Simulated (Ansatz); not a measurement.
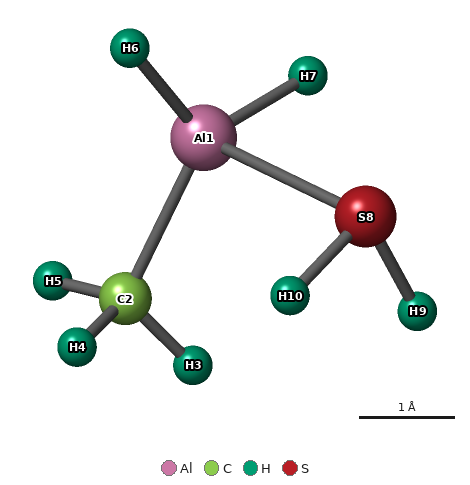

Fig. 1: The starting structure (ball-and-stick view, seen at a tilt; atoms are numbered from 1 in the order of the input). Sticks mark near contacts. Bond lengths as drawn: Al–C 1.97 Å, Al–H 1.60 Å, Al–S 2.59 Å, C–H 1.10 Å and H–S 1.35 Å.

Nudged elastic band of CH$_{7}$AlS (part 1 of 2)

System: CH$_{7}$AlS.
Method: RKS PBE0/def2-SVP (Ansatz 0.2.0).

It belongs to a series of runs on one base structure; here: band between the two ends. Figures and captions count atoms from 1; the log counts them from 0 in places.

### Output
```
Engine: ansatz 0.2.0, aarch64-unknown-linux-gnu
Functional definition: PBE0
  parameter a = 0.25
  parameter kappa = 0.804
  parameter beta = 0.06672455060314922
  exchange = (1 - a)*pbe_x(kappa = kappa, mu = beta*pi^2/3) + a*exact_x
  correlation = pbe_c(beta = beta)
894 factors; integrals over basis functions are off by at most 4.1e-4 eV
mean field evaluation 1: about -18563.7234 eV, gradient 4.4e1 eV
mean field evaluation 2: about -18561.7571 eV, gradient 4.9e1 eV
mean field evaluation 4: about -18568.7123 eV, gradient 8.0e-1 eV
mean field evaluation 8: about -18568.7259 eV, gradient 1.0e-2 eV
mean field -18568.72590854 eV, -682.3880908045 hartree, gradient 4.9e-5 eV, S^2 0.000000; 0 other end points of the search recorded, 0 dependent functions left out
the calculation of the forces begins
reference -18568.72593788 eV, -682.3880918825 hartree; 21, 21 occupied and 64, 64 virtual orbitals, 894 factors
894 factors; integrals over basis functions are off by at most 1.3e-3 eV
mean field evaluation 16: about -18569.5408 eV, gradient 1.7e0 eV
mean field -18569.55972780 eV, -682.4187330969 hartree, gradient 7.6e-6 eV, S^2 0.000000; 0 other end points of the search recorded, 0 dependent functions left out
[... from here on the field's lines of each further geometry are left out, up to the last ...]
NEB iter   1: max|band force component| = 2.734e1 eV/Å  barrier→ = 5.2691 eV  barrier← = 6.1029 eV  Δτ_max = 0.2000 Å  (262 SCF iters)
NEB iter   2: max|band force component| = 8.851e0 eV/Å  barrier→ = 1.8178 eV  barrier← = 2.6516 eV  Δτ_max = 0.2000 Å  (250 SCF iters)
NEB iter   3: max|band force component| = 4.413e0 eV/Å  barrier→ = 1.1767 eV  barrier← = 2.0105 eV  Δτ_max = 0.2000 Å  (239 SCF iters)
NEB iter   4: max|band force component| = 1.361e0 eV/Å  barrier→ = 0.8009 eV  barrier← = 1.6347 eV  Δτ_max = 0.2000 Å  (236 SCF iters)
NEB iter   5: max|band force component| = 9.636e-1 eV/Å  barrier→ = 0.5738 eV  barrier← = 1.4076 eV  Δτ_max = 0.1988 Å  (235 SCF iters)
NEB iter   6: max|band force component| = 1.124e0 eV/Å  barrier→ = 0.7168 eV  barrier← = 1.5506 eV  Δτ_max = 0.0986 Å  (232 SCF iters)
NEB iter   7: max|band force component| = 5.610e-1 eV/Å  barrier→ = 0.6385 eV  barrier← = 1.4723 eV  Δτ_max = 0.0728 Å  (233 SCF iters)
NEB iter   8: max|band force component| = 4.353e-1 eV/Å  barrier→ = 0.6098 eV  barrier← = 1.4436 eV  CI = image 6  Δτ_max = 0.0742 Å  (226 SCF iters)
NEB iter   9: max|band force component| = 1.488e-1 eV/Å  barrier→ = 0.6300 eV  barrier← = 1.4638 eV  CI = image 6  Δτ_max = 0.1176 Å  (226 SCF iters)
NEB iter  10: max|band force component| = 6.968e-2 eV/Å  barrier→ = 0.6268 eV  barrier← = 1.4606 eV  CI = image 6  Δτ_max = 0.0519 Å  (227 SCF iters)
NEB iter  11: max|band force component| = 6.617e-2 eV/Å  barrier→ = 0.6258 eV  barrier← = 1.4596 eV  CI = image 6  Δτ_max = 0.0344 Å  (218 SCF iters)
the calculation of the forces begins
reference -18569.54385855 eV, -682.4181499129 hartree; 21, 21 occupied and 64, 64 virtual orbitals, 894 factors
894 factors; integrals over basis functions are off by at most 1.1e-3 eV
mean field -18568.10062623 eV, -682.3651121033 hartree, gradient 2.4e-5 eV, S^2 0.000000; 1 other end points of the search recorded, 0 dependent functions left out
the calculation of the forces begins
reference -18568.10065481 eV, -682.3651131535 hartree; 21, 21 occupied and 64, 64 virtual orbitals, 894 factors
NEB iter  12: max|band force component| = 4.881e-2 eV/Å  barrier→ = 0.6253 eV  barrier← = 1.4591 eV  CI = image 6  Δτ_max = 0.0000 Å  (428 SCF iters)
```

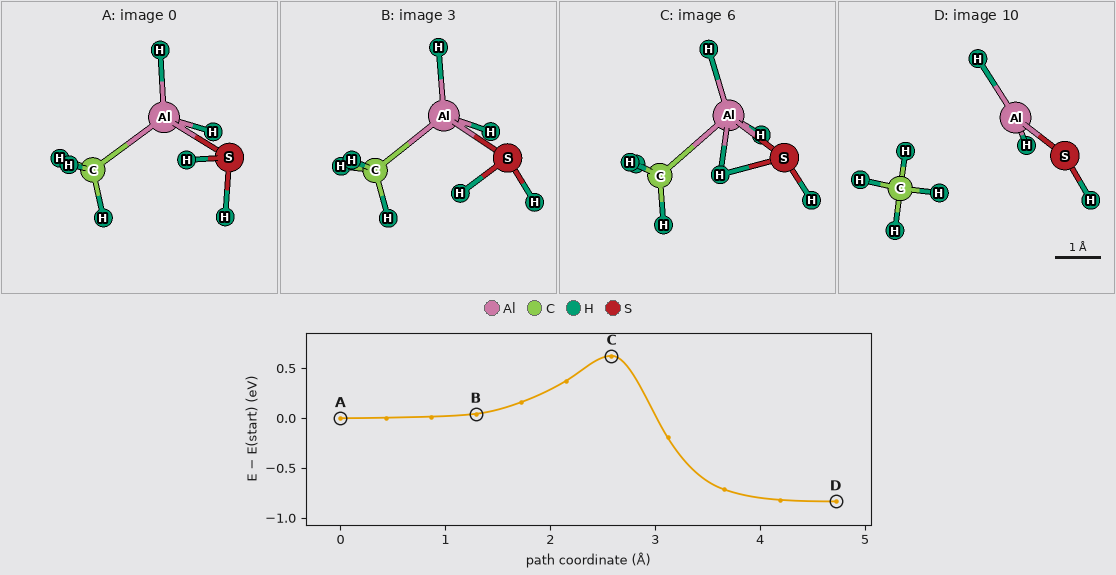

Fig. 2: Images of the last band (counted from 0; ball-and-stick, seen at a tilt) above the energy along the path; the line is a cubic interpolation that uses the forces. The highest image is number 6, 0.625 eV above the start and 1.459 eV above the end (the climbing image); the end lies 0.834 eV below the start. The path is 4.72 Å long. The band converged in 12 iterations.

```
Total energy: -18568.10065481 eV, -682.3651131535 hartree
Atom 0 at     0.140091    -0.339609     0.121122 Å, force    -0.012378     0.021050     0.006864 eV/Å
Atom 1 at    -0.054789    -0.088059     2.187069 Å, force    -0.002251    -0.038160    -0.003710 eV/Å
Atom 2 at    -0.945487    -0.347702     2.781545 Å, force    -0.005699     0.011497    -0.007251 eV/Å
Atom 3 at     0.845024    -0.275518     2.792700 Å, force     0.000463     0.011834     0.000669 eV/Å
Atom 4 at    -0.120513     1.009935     2.046650 Å, force     0.007942     0.014950     0.002269 eV/Å
Atom 5 at     1.646909    -0.082920    -0.301065 Å, force    -0.000339    -0.003826    -0.000821 eV/Å
Atom 6 at    -1.152025     0.179276    -0.643709 Å, force     0.003974    -0.004171     0.001484 eV/Å
Atom 7 at    -0.127431    -2.727849     0.529737 Å, force    -0.011999     0.006767     0.008051 eV/Å
Atom 8 at    -1.471669    -2.698690     0.386778 Å, force     0.013142     0.001228     0.002133 eV/Å
Atom 9 at    -0.153209    -1.517061     1.543576 Å, force     0.007144    -0.021169    -0.009688 eV/Å
Dipole moment:    -0.242530    -0.032029     0.288719 e Å
this run last wrote the band of iteration 12 to [file]
```

### The last band as extended XYZ (Å, eV, eV/Å)
```
10
Properties=species:S:1:pos:R:3:forces:R:3 image=0 energy=-18568.72591
Al    0.0876   -0.0829    0.2503   -0.0003  -0.0007   0.0016
C    -0.1279    0.2848    2.1780    0.0003   0.0012  -0.0003
H    -1.1315    0.0293    2.5586   -0.0003   0.0001  -0.0005
H     0.6165   -0.2365    2.8036   -0.0004  -0.0007  -0.0003
H     0.0096    1.3643    2.3683   -0.0001   0.0008   0.0010
H     1.5669   -0.1677   -0.3593    0.0011  -0.0008  -0.0004
H    -1.1261    0.2511   -0.7412   -0.0009   0.0007  -0.0008
S    -0.3116   -2.6442    0.2007   -0.0004  -0.0003   0.0001
H    -1.4441   -2.6883    0.9379    0.0008  -0.0006   0.0006
H     0.4676   -2.9980    1.2475    0.0001   0.0003  -0.0009
10
Properties=species:S:1:pos:R:3:forces:R:3 image=1 energy=-18568.72093
Al    0.1015   -0.0848    0.2416   -0.0196   0.0033   0.0279
C    -0.0885    0.2765    2.1743    0.0002   0.0112  -0.0088
H    -1.0516   -0.0657    2.5896   -0.0028   0.0058  -0.0016
H     0.7206   -0.1750    2.7734   -0.0020  -0.0039   0.0011
H    -0.0402    1.3644    2.3594   -0.0004   0.0007   0.0028
H     1.5706   -0.1061   -0.3945   -0.0006  -0.0142  -0.0015
H    -1.1447    0.1953   -0.7267    0.0019   0.0000  -0.0060
S    -0.2421   -2.6620    0.2482    0.0430  -0.0133  -0.0382
H    -1.5073   -2.6970    0.7178   -0.0381   0.0212   0.0198
H     0.2886   -2.9337    1.4613    0.0185  -0.0107   0.0046
10
Properties=species:S:1:pos:R:3:forces:R:3 image=2 energy=-18568.71039
Al    0.1138   -0.1012    0.2331    0.0056   0.0124  -0.0071
C    -0.0531    0.2741    2.1646   -0.0030   0.0083   0.0090
H    -0.9899   -0.1090    2.6039   -0.0074   0.0098  -0.0011
H     0.7891   -0.1384    2.7462   -0.0029   0.0010   0.0030
H    -0.0496    1.3637    2.3447    0.0021   0.0025   0.0000
H     1.5700   -0.0821   -0.4302    0.0005  -0.0053   0.0030
H    -1.1554    0.1302   -0.7195    0.0020  -0.0081   0.0024
S    -0.1658   -2.6959    0.3404    0.0043   0.0008  -0.0123
H    -1.5080   -2.7031    0.4933   -0.0130  -0.0009   0.0131
H     0.0558   -2.8266    1.6679    0.0119  -0.0204  -0.0100
10
Properties=species:S:1:pos:R:3:forces:R:3 image=3 energy=-18568.68213
Al    0.1390   -0.1226    0.2031   -0.0060   0.0264   0.0213
C    -0.0251    0.2326    2.1446    0.0016  -0.0045  -0.0191
H    -0.9441   -0.1902    2.5880   -0.0079   0.0324  -0.0171
H     0.8357   -0.1641    2.7115   -0.0043   0.0216  -0.0025
H    -0.0581    1.3167    2.3463    0.0121   0.0318   0.0158
H     1.5972   -0.1091   -0.4532   -0.0049   0.0037  -0.0085
H    -1.1356    0.1178   -0.7386    0.0072  -0.0031  -0.0009
S    -0.1445   -2.7102    0.4621    0.0002   0.0174  -0.0172
H    -1.4934   -2.7203    0.3783   -0.0019   0.0010   0.0002
H    -0.1643   -2.5388    1.8024    0.0038  -0.1268   0.0281
10
Properties=species:S:1:pos:R:3:forces:R:3 image=4 energy=-18568.56550
Al    0.1524   -0.1682    0.1905   -0.0067   0.0712   0.0200
C    -0.0295    0.1435    2.1429    0.0152   0.0769  -0.0051
H    -0.9377   -0.2678    2.6217   -0.0016   0.0380  -0.0763
H     0.8428   -0.2037    2.7257   -0.0050   0.0276  -0.0319
H    -0.0851    1.2342    2.2951    0.0120   0.0921   0.1071
H     1.6322   -0.1277   -0.4081   -0.0144  -0.0009  -0.0476
H    -1.1229    0.1310   -0.7272    0.0148  -0.0031  -0.0357
S    -0.1496   -2.7432    0.5016   -0.0035   0.0081  -0.0398
H    -1.4959   -2.7263    0.3799    0.0039  -0.0023  -0.0195
H    -0.1997   -2.1598    1.7223   -0.0148  -0.3076   0.1288
10
Properties=species:S:1:pos:R:3:forces:R:3 image=5 energy=-18568.35017
Al    0.1515   -0.2319    0.1826   -0.0016   0.1786   0.0827
C    -0.0435    0.0352    2.1600    0.0214   0.1751  -0.0151
H    -0.9420   -0.3192    2.6986    0.0117   0.0255  -0.1226
H     0.8394   -0.2404    2.7631   -0.0036   0.0451  -0.0474
H    -0.1091    1.1360    2.1879    0.0148   0.1797   0.2057
H     1.6481   -0.1087   -0.3457   -0.0101  -0.0251  -0.0687
H    -1.1321    0.1491   -0.6844    0.0186  -0.0352  -0.0505
S    -0.1411   -2.7597    0.5319   -0.0054  -0.0299   0.0260
H    -1.4832   -2.7151    0.3815   -0.0132  -0.0152  -0.0176
H    -0.1811   -1.8336    1.5687   -0.0326  -0.4986   0.0076
10
Properties=species:S:1:pos:R:3:forces:R:3 image=6 energy=-18568.10063
Al    0.1401   -0.3396    0.1211   -0.0124   0.0210   0.0069
C    -0.0548   -0.0881    2.1871   -0.0023  -0.0382  -0.0037
H    -0.9455   -0.3477    2.7815   -0.0057   0.0115  -0.0073
H     0.8450   -0.2755    2.7927    0.0005   0.0118   0.0007
H    -0.1205    1.0099    2.0467    0.0079   0.0149   0.0023
H     1.6469   -0.0829   -0.3011   -0.0003  -0.0038  -0.0008
H    -1.1520    0.1793   -0.6437    0.0040  -0.0042   0.0015
S    -0.1274   -2.7278    0.5297   -0.0120   0.0068   0.0081
H    -1.4717   -2.6987    0.3868    0.0131   0.0012   0.0021
H    -0.1532   -1.5171    1.5436    0.0071  -0.0212  -0.0097
10
Properties=species:S:1:pos:R:3:forces:R:3 image=7 energy=-18568.91803
Al    0.1315   -0.5082   -0.0216   -0.0392  -0.6057  -0.5013
C    -0.0661   -0.1662    2.2774   -0.0668  -0.2625   0.2993
H    -0.9608   -0.3175    2.8877   -0.0669   0.1232   0.3835
H     0.8550   -0.2751    2.8572    0.0251   0.0203   0.2447
H    -0.1176    0.8829    1.9198    0.0027  -0.4468  -0.4637
H     1.6348   -0.0722   -0.2698   -0.0331   0.0393   0.1140
H    -1.1528    0.2101   -0.6109    0.0018   0.0880   0.1017
S    -0.1203   -2.7669    0.3508    0.0460  -0.1589  -0.6312
H    -1.4711   -2.7005    0.3726    0.0169  -0.0182  -0.0415
H    -0.1258   -1.1746    1.6813    0.1134   1.2212   0.4944
```
